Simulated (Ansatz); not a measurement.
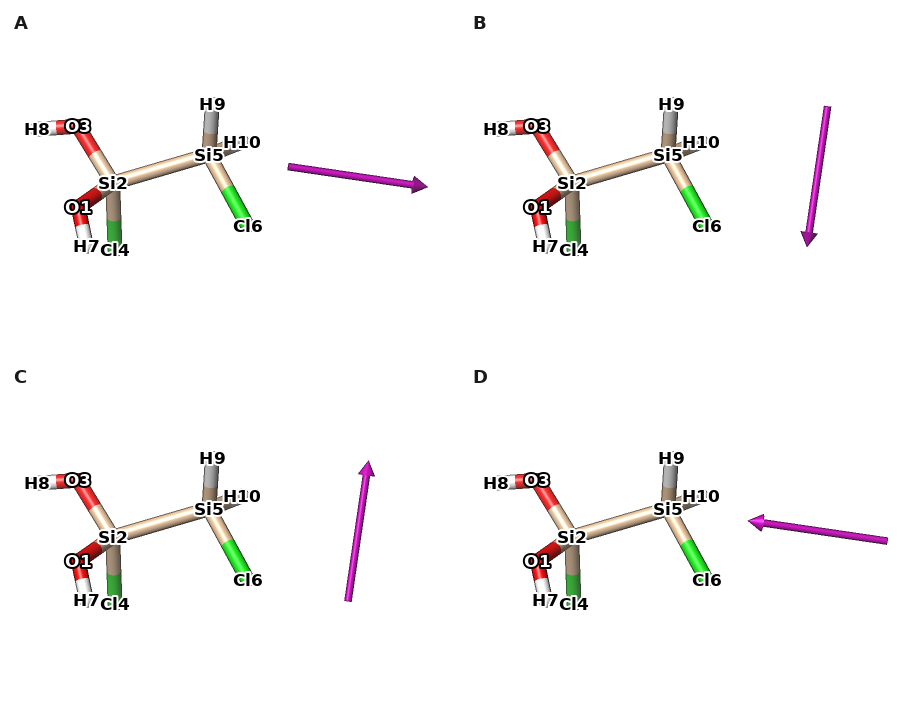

The same molecule four times, each with an arrow. The computed structure is the end point of a PBE0-D4/def2-TZVP optimisation. No frequency run is at hand to confirm it as a minimum. Method: RKS PBE-D4/def2-TZVPP (Ansatz 0.2.0).

Question: Which arrow points along the dipole moment, from the negative to the positive end?

Answer: D. The dipole moment is 1.41 D; it points from the side of Cl6, H10 to the side of H8 (the outermost atoms at the two ends).
